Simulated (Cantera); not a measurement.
A closed system holds: 1 mol SiC, 0.18 mol N2O, 4.5 mol N2, held at 0.00133 bar.

Cantera equilibrium calculation (NASA polynomials, part measured and part estimated; ideal gas, pure solids and liquids). Candidate condensed phases: C, Si, SiC, SiO2, Si2N2O, Si3N4; 34 gas species. Mutual solubility and eutectic melting of coexisting phases are not modelled. Rates play no part.

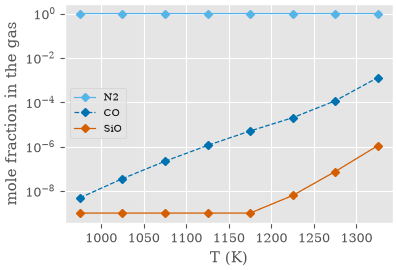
Equilibrium gas composition (values under 1e-9 drawn at 1e-9)

From 975 K to 1225 K the condensed part is C(graphite) + Si2N2O(s) + Si3N4(s). From 1275 K to 1325 K the condensed part is C(graphite) + SiC(s) + Si2N2O(s).
